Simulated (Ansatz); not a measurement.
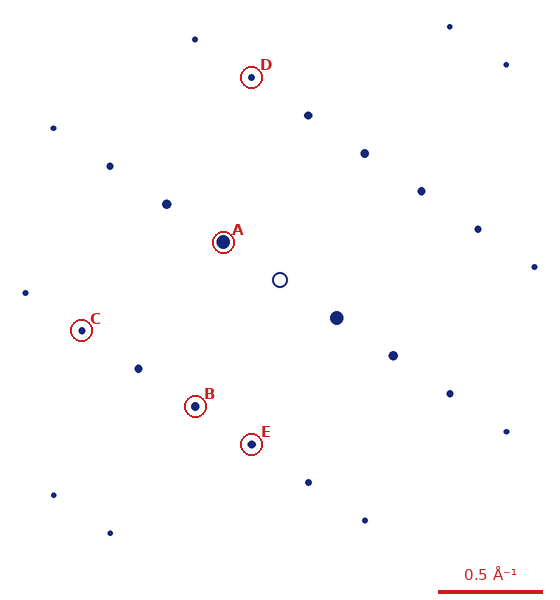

Simulated selected-area electron diffraction pattern (300 kV, kinematic approximation, thin crystal, B = 1 Å² for all atoms). The zone axis points towards the electron source and the pattern is seen from the source side.

The sample is Sr, space group Fm-3m (No. 225), a = 6.09 Å. Structure: the input geometry of an electronic-structure calculation (not necessarily at equilibrium).

```
atom  site  symmetry       x       y       z
  Sr    4a      m-3m  0.0000  0.0000  0.0000
```

Spot A is indexed 0 0 -2 and spot B -2 4 0.

Question: Give hkl for C, D, E.

Answer: C = 2A + B = -2 4 -4 (d = 1.014 Å). D = 2A − B = 2 -4 -4 (d = 1.014 Å). E = −A + B = -2 4 2 (d = 1.242 Å).

Question: Give [uvw].

Answer: The cross product of A and B is parallel to [210]; every spot obeys hu + kv + lw = 0.

Question: What are the spacings of A and B and the angle between them?

Answer: d(A) = 3.043 Å, d(B) = 1.361 Å, and the angle is 90.0°.
